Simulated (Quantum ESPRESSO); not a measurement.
## Simulated XPS, UPS and emission spectra of Mg

Aim: the valence spectrum of Mg from He I to hard X-rays, and which orbitals make each feature.

Program: Quantum ESPRESSO 7.5. Level of theory: DFT, PBE, plane waves, ultrasoft GBRV pseudopotentials, scalar-relativistic, in the first sound run; inputs show where later runs differ. Results are calculated unless marked as measured.

## 1. Starting point

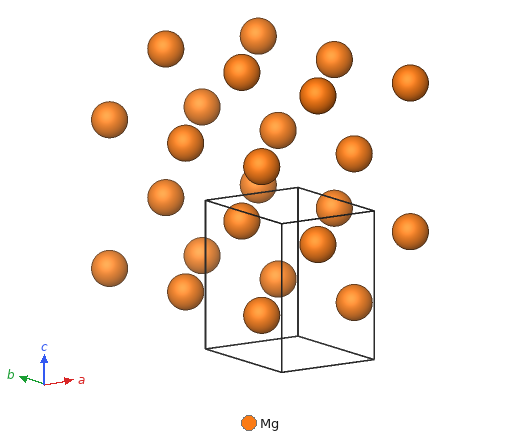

The starting structure, seen from a free direction (magnesium orange). 2×3×2 cells are drawn.

Coordinates:

```cif
data_structure
_symmetry_space_group_name_H-M 'P6_3/mmc'
_symmetry_Int_Tables_number 194
_cell_length_a 3.2093
_cell_length_b 3.2093
_cell_length_c 5.2103
_cell_angle_alpha 90.000
_cell_angle_beta 90.000
_cell_angle_gamma 120.000
_cell_volume 46.47
loop_
_atom_site_label
_atom_site_type_symbol
_atom_site_symmetry_multiplicity
_atom_site_Wyckoff_symbol
_atom_site_fract_x
_atom_site_fract_y
_atom_site_fract_z
_atom_site_occupancy
Mg1 Mg 2 c 0.66667 0.33333 0.75000 1
```

## 2. The base run: self-consistent run

First the self-consistent run; potential, DOS and bands follow from it in later steps.

Input file scf.in:

```
&control
  calculation = 'scf'
  prefix = 'pes'
  outdir = './tmp'
  pseudo_dir = './pp'
  tprnfor = .true.
  tstress = .true.
/
&system
  ibrav = 0
  nat = 2
  ntyp = 1
  ecutwfc = 40.0
  ecutrho = 200.0
  occupations = 'smearing'
  nbnd = 18
  smearing = 'fd'
  degauss = 0.00367
/
&electrons
  conv_thr = 1.2e-08
  mixing_beta = 0.5
  electron_maxstep = 120
/
ATOMIC_SPECIES
Mg 24.3050 mg_pbe_v1.4.uspp.F.UPF
CELL_PARAMETERS angstrom
 3.209300000 0.000000000 0.000000000
 -1.604650000 2.779335328 0.000000000
 0.000000000 0.000000000 5.210300000
ATOMIC_POSITIONS crystal
Mg 0.666666667 0.333333333 0.750000000
Mg 0.333333333 0.666666667 0.250000000
K_POINTS automatic
12 12 8 0 0 0
```

The run is started by

```console
$ OMP_NUM_THREADS=1 mpirun -n 4 pw.x -nk 4 -in scf.in > scf.out
```

What it wrote:

```text
Program PWSCF v.7.5 starts

     This program is part of the open-source Quantum ESPRESSO suite
     for quantum simulation of materials; please cite
         "P. Giannozzi et al., J. Phys.:Condens. Matter 21 395502 (2009);
         "P. Giannozzi et al., J. Phys.:Condens. Matter 29 465901 (2017);
         "P. Giannozzi et al., J. Chem. Phys. 152 154105 (2020);
          URL
     in publications or presentations arising from this work. More details at

     Parallel version (MPI & OpenMP), running on       4 processor cores
     Number of MPI processes:                 4
     Threads/MPI process:                     1

     MPI processes distributed on     1 nodes
     22161 MiB available memory on the printing compute node when the environment starts

     Current dimensions of program PWSCF are:
     Max number of different atomic species (ntypx) = 10
     Max number of k-points (npk) =  40000
     Max angular momentum in pseudopotentials (lmaxx) =  4
     Message from routine setup:
     using ibrav=0 with symmetry is DISCOURAGED, use correct ibrav instead

     K-points division:     npool     =       4
     Subspace diagonalization in iterative solution of the eigenvalue problem:
     a serial algorithm will be used

     G-vector sticks info
     --------------------
     sticks:   dense  smooth     PW     G-vecs:    dense   smooth      PW
     Sum         511     409    121                14979    10695    1847

     Using Slab Decomposition

     bravais-lattice index     =            0
     lattice parameter (alat)  =       6.0647  a.u.
     unit-cell volume          =     313.6249 (a.u.)^3
     number of atoms/cell      =            2
     number of atomic types    =            1
     number of electrons       =        20.00
     number of Kohn-Sham states=           18
     kinetic-energy cutoff     =      40.0000  Ry
     charge density cutoff     =     200.0000  Ry
     scf convergence threshold =      1.2E-08
     mixing beta               =       0.5000
     number of iterations used =            8  plain     mixing
     Exchange-correlation=  SLA  PW   PBX  PBC
                           (   1   4   3   4   0   0   0)

     celldm(1)=   6.064698  celldm(2)=   0.000000  celldm(3)=   0.000000
     celldm(4)=   0.000000  celldm(5)=   0.000000  celldm(6)=   0.000000

     crystal axes: (cart. coord. in units of alat)
               a(1) = (   1.000000   0.000000   0.000000 )
               a(2) = (  -0.500000   0.866025   0.000000 )
               a(3) = (   0.000000   0.000000   1.623500 )

     reciprocal axes: (cart. coord. in units 2 pi/alat)
               b(1) = (  1.000000  0.577350 -0.000000 )
               b(2) = (  0.000000  1.154701  0.000000 )
               b(3) = (  0.000000 -0.000000  0.615953 )

     PseudoPot. # 1 for Mg read from file:
     ./pp/mg_pbe_v1.4.uspp.F.UPF
     Pseudo is Ultrasoft, Zval = 10.0
     Generated by new atomic code, or converted to UPF format
     Using radial grid of  821 points,  7 beta functions with:
                l(1) =   0
                l(2) =   0
                l(3) =   0
                l(4) =   1
                l(5) =   1
                l(6) =   2
                l(7) =   2
     Q(r) pseudized with  8 coefficients,  rinner =    1.200   1.200   1.200
                                                       1.200   1.200

     atomic species   valence    mass     pseudopotential
     Mg               10.00    24.30500     Mg( 1.00)

     24 Sym. Ops., with inversion, found (12 have fractional translation)

   Cartesian axes

     site n.     atom                  positions (alat units)
         1        Mg     tau(   1) = (   0.5000000   0.2886751   1.2176253  )
         2        Mg     tau(   2) = (  -0.0000000   0.5773503   0.4058751  )

     number of k points=    95  Fermi-Dirac smearing, width (Ry)=  0.0037
                       cart. coord. in units 2pi/alat
        k(    1) = (   0.0000000   0.0000000   0.0000000), wk =   0.0017361
        k(    2) = (   0.0000000   0.0000000   0.0769941), wk =   0.0034722
        k(    3) = (   0.0000000   0.0000000   0.1539883), wk =   0.0034722
        k(    4) = (   0.0000000   0.0000000   0.2309824), wk =   0.0034722
        k(    5) = (   0.0000000   0.0000000  -0.3079765), wk =   0.0017361
        k(    6) = (   0.0000000   0.0962250   0.0000000), wk =   0.0104167
        k(    7) = (   0.0000000   0.0962250   0.0769941), wk =   0.0208333
        k(    8) = (   0.0000000   0.0962250   0.1539883), wk =   0.0208333
        k(    9) = (   0.0000000   0.0962250   0.2309824), wk =   0.0208333
        k(   10) = (   0.0000000   0.0962250  -0.3079765), wk =   0.0104167
        k(   11) = (   0.0000000   0.1924501   0.0000000), wk =   0.0104167
        k(   12) = (   0.0000000   0.1924501   0.0769941), wk =   0.0208333
        k(   13) = (   0.0000000   0.1924501   0.1539883), wk =   0.0208333
        k(   14) = (   0.0000000   0.1924501   0.2309824), wk =   0.0208333
        k(   15) = (   0.0000000   0.1924501  -0.3079765), wk =   0.0104167
        k(   16) = (   0.0000000   0.2886751   0.0000000), wk =   0.0104167
[...]
k(   88) = (   0.2500000   0.5292377   0.1539883), wk =   0.0416667
        k(   89) = (   0.2500000   0.5292377   0.2309824), wk =   0.0416667
        k(   90) = (   0.2500000   0.5292377  -0.3079765), wk =   0.0208333
        k(   91) = (   0.3333333   0.5773503   0.0000000), wk =   0.0034722
        k(   92) = (   0.3333333   0.5773503   0.0769941), wk =   0.0069444
        k(   93) = (   0.3333333   0.5773503   0.1539883), wk =   0.0069444
        k(   94) = (   0.3333333   0.5773503   0.2309824), wk =   0.0069444
        k(   95) = (   0.3333333   0.5773503  -0.3079765), wk =   0.0034722

     Dense  grid:    14979 G-vectors     FFT dimensions: (  27,  27,  48)

     Smooth grid:    10695 G-vectors     FFT dimensions: (  25,  25,  40)

     Estimated max dynamical RAM per process >      32.75 MB

     Estimated total dynamical RAM >     120.01 MB

     Initial potential from superposition of free atoms

     starting charge      19.3995, renormalised to      20.0000
     Starting wfcs are   10 randomized atomic wfcs +    8 random wfcs

     total cpu time spent up to now is        0.5 secs

     per-process dynamical memory:    23.5 Mb

     Self-consistent Calculation

     iteration #  1     ecut=    40.00 Ry     beta= 0.50
     Davidson diagonalization with overlap
     ethr =  1.00E-02,  avg # of iterations =  6.3

     total cpu time spent up to now is        1.7 secs

     total energy              =    -250.62251469 Ry
[...]
total cpu time spent up to now is        5.5 secs

     End of self-consistent calculation

          k = 0.0000 0.0000 0.0000 (  1315 PWs)   bands (ev):

   -70.7148 -70.7120 -37.5006 -37.4730 -37.4730 -37.4699 -37.4683 -37.4683
    -1.5655   3.6561   4.0709  16.1832  16.1832  16.2841  16.2841  17.0680
    18.6206  19.7296

          k = 0.0000 0.0000 0.0770 (  1328 PWs)   bands (ev):

   -70.7147 -70.7121 -37.4995 -37.4728 -37.4728 -37.4710 -37.4685 -37.4685
    -1.4784   2.6005   5.2772  16.1599  16.2521  16.2521  16.3433  16.3433
    18.6816  18.8059

          k = 0.0000 0.0000 0.1540 (  1304 PWs)   bands (ev):

   -70.7144 -70.7124 -37.4961 -37.4744 -37.4723 -37.4723 -37.4690 -37.4690
    -1.2176   1.5166   6.8128  14.2597  16.4515  16.4515  16.5149  16.5149
    18.7813  18.8486

          k = 0.0000 0.0000 0.2310 (  1304 PWs)   bands (ev):

   -70.7139 -70.7129 -37.4912 -37.4794 -37.4715 -37.4715 -37.4698 -37.4698
    -0.7847   0.5863   8.4947  12.2474  16.7400  16.7400  16.7640  16.7640
    18.3168  18.3169

          k = 0.0000 0.0000-0.3080 (  1316 PWs)   bands (ev):

   -70.7134 -70.7134 -37.4853 -37.4853 -37.4706 -37.4706 -37.4706 -37.4706
    -0.1823  -0.1823  10.3115  10.3115  16.9261  16.9261  16.9261  16.9262
    18.0652  18.0652

          k = 0.0000 0.0962 0.0000 (  1335 PWs)   bands (ev):

   -70.7146 -70.7119 -37.5000 -37.4744 -37.4735 -37.4701 -37.4698 -37.4686
    -1.4295   3.7799   4.2031  13.9150  14.9812  15.7831  17.6696  17.9344
    18.5677  19.3581

          k = 0.0000 0.0962 0.0770 (  1328 PWs)   bands (ev):

   -70.7145 -70.7120 -37.4989 -37.4742 -37.4733 -37.4717 -37.4696 -37.4688
    -1.3426   2.7298   5.4033  13.9767  15.0525  15.7286  16.6667  17.6487
    18.0431  18.8342

          k = 0.0000 0.0962 0.1540 (  1328 PWs)   bands (ev):

   -70.7142 -70.7123 -37.4957 -37.4751 -37.4737 -37.4727 -37.4700 -37.4693
    -1.0822   1.6478   6.9351  13.9981  14.6062  15.2659  15.9202  17.3424
    17.3841  18.4511

          k = 0.0000 0.0962 0.2310 (  1334 PWs)   bands (ev):

[...]
17.2627  18.1883

          k = 0.0000 0.0962-0.3080 (  1328 PWs)   bands (ev):

[...]
17.6097  17.6097

          k = 0.0000 0.1925 0.0000 (  1341 PWs)   bands (ev):

[...]
18.5104  18.6037

          k = 0.0000 0.1925 0.0770 (  1335 PWs)   bands (ev):

[...]
17.5104  17.9178

          k = 0.0000 0.1925 0.1540 (  1333 PWs)   bands (ev):

[...]
16.5740  17.8930

          k = 0.0000 0.1925 0.2310 (  1332 PWs)   bands (ev):

[...]
16.1637  17.2464

          k = 0.0000 0.1925-0.3080 (  1330 PWs)   bands (ev):

[...]
16.6149  16.6149

          k = 0.0000 0.2887 0.0000 (  1335 PWs)   bands (ev):

[...]
k = 0.0000 0.2887 0.0770 (  1335 PWs)   bands (ev):

[...]
k = 0.0000 0.2887 0.1540 (  1340 PWs)   bands (ev):

[...]
k = 0.0000 0.2887 0.2310 (  1335 PWs)   bands (ev):

[...]
k = 0.0000 0.2887-0.3080 (  1336 PWs)   bands (ev):

[...]
k = 0.0000 0.3849-0.3080 (  1346 PWs)   bands (ev):

[...]
k = 0.0000 0.4811-0.3080 (  1340 PWs)   bands (ev):

[...]
k = 0.0000-0.5774 0.0000 (  1336 PWs)   bands (ev):

[...]
k = 0.0000-0.5774 0.0770 (  1336 PWs)   bands (ev):

[...]
k = 0.0000-0.5774 0.1540 (  1354 PWs)   bands (ev):

[...]
k = 0.0000-0.5774 0.2310 (  1344 PWs)   bands (ev):

[...]
k = 0.0000-0.5774-0.3080 (  1352 PWs)   bands (ev):

[...]
k = 0.0833 0.1443-0.3080 (  1316 PWs)   bands (ev):

[...]
k = 0.0833 0.2406-0.3080 (  1330 PWs)   bands (ev):

[...]
k = 0.0833 0.3368-0.3080 (  1336 PWs)   bands (ev):

[...]
k = 0.0833 0.4330-0.3080 (  1346 PWs)   bands (ev):

[...]
k = 0.0833 0.5292-0.3080 (  1344 PWs)   bands (ev):

[...]
k = 0.1667 0.2887-0.3080 (  1336 PWs)   bands (ev):

[...]
k = 0.1667 0.3849-0.3080 (  1346 PWs)   bands (ev):

[...]
k = 0.1667 0.4811-0.3080 (  1352 PWs)   bands (ev):

[...]
k = 0.1667 0.5774-0.3080 (  1356 PWs)   bands (ev):

[...]
k = 0.2500 0.4330-0.3080 (  1348 PWs)   bands (ev):

[...]
k = 0.2500 0.5292 0.0000 (  1350 PWs)   bands (ev):

[...]
k = 0.2500 0.5292 0.0770 (  1352 PWs)   bands (ev):

[...]
k = 0.2500 0.5292 0.1540 (  1351 PWs)   bands (ev):

[...]
14.7192  19.0255

          k = 0.2500 0.5292 0.2310 (  1351 PWs)   bands (ev):

[...]
16.2110  17.2146

          k = 0.2500 0.5292-0.3080 (  1352 PWs)   bands (ev):

[...]
16.5928  16.5928

          k = 0.3333 0.5774 0.0000 (  1362 PWs)   bands (ev):

[...]
11.1960  22.1843

          k = 0.3333 0.5774 0.0770 (  1347 PWs)   bands (ev):

   -70.7114 -70.7114 -37.4905 -37.4883 -37.4883 -37.4822 -37.4803 -37.4803
     4.7921   4.7991   4.7991   8.6357   8.8324   8.8324  11.2818  11.9368
    11.9368  22.0248

          k = 0.3333 0.5774 0.1540 (  1353 PWs)   bands (ev):

   -70.7114 -70.7114 -37.4908 -37.4908 -37.4895 -37.4832 -37.4778 -37.4778
     5.0134   5.0134   5.0325   7.5997   7.9352   7.9352  12.8074  13.2969
    13.2969  20.4337

          k = 0.3333 0.5774 0.2310 (  1359 PWs)   bands (ev):

   -70.7114 -70.7114 -37.4926 -37.4926 -37.4881 -37.4846 -37.4760 -37.4760
     5.3219   5.3219   5.4334   6.7173   7.1804   7.1804  14.5035  14.8474
    14.8474  18.3587

          k = 0.3333 0.5774-0.3080 (  1332 PWs)   bands (ev):

   -70.7114 -70.7114 -37.4933 -37.4933 -37.4864 -37.4864 -37.4753 -37.4753
     5.5200   5.5200   5.9950   5.9950   6.8303   6.8303  16.1314  16.1314
    16.3586  16.3586

     the Fermi energy is     5.2555 ev

!    total energy              =    -250.64754017 Ry
     estimated scf accuracy    <          4.0E-09 Ry
     smearing contrib. (-TS)   =      -0.00057073 Ry
     internal energy E=F+TS    =    -250.64696944 Ry

     The total energy is F=E-TS. E is the sum of the following terms:
     one-electron contribution =    -210.34122365 Ry
     hartree contribution      =     100.56185367 Ry
     xc contribution           =     -33.75127619 Ry
     ewald contribution        =    -107.11632326 Ry

     convergence has been achieved in   6 iterations

     Forces acting on atoms (cartesian axes, Ry/au):

     atom    1 type  1   force =    -0.00000000   -0.00000000    0.00000000
     atom    2 type  1   force =     0.00000000    0.00000000    0.00000000

     Total force =     0.000000     Total SCF correction =     0.000000

     Computing stress (Cartesian axis) and pressure

          total   stress  (Ry/bohr**3)                   (kbar)     P=       -5.42
  -0.00001745  -0.00000000   0.00000000           -2.57       -0.00        0.00
  -0.00000000  -0.00001745   0.00000000           -0.00       -2.57        0.00
   0.00000000   0.00000000  -0.00007572            0.00        0.00      -11.14

     XML data file, charge density, pseudopotentials, collected wavefunctions

     Called by init_run:

     Called by electrons:

     Called by c_bands:

     Called by *egterg:

     Called by h_psi:
                                        0.00s GPU  (     675 calls)

     General routines

     Parallel routines

=------------------------------------------------------------------------------=
   JOB DONE.
=------------------------------------------------------------------------------=
```

Elapsed: 6.5 s, on 4 MPI ranks of Arm Neoverse V1, shared host; 26 s of CPU time.

This step gave:

| Item | Value |
| --- | --- |
| free energy | -3410.2335 eV |
| Fermi energy | 5.255 eV |
| pressure | -0.542 GPa |

The run ends at a pressure of -0.54 GPa.

[end of part 1 of 16]

[Logs are printed without paths, hosts, clocks, repeated set-up lines and the standing remarks that a program may print on its own settings, such as how far it seeks lower states.]

[Hosts, paths, dates, database ids (printed as entryN), source tags and the programs' standing remarks are cut or masked in the printed files.]

[Maps of the electrostatic potential energy from Ansatz leave out the sawtooth potential of an applied field or a dipole correction, so their vacuum need not be flat; work functions include it.]

[Peak lists hold at most the 14 tallest peaks of each spectrum; further lines can be left out.]
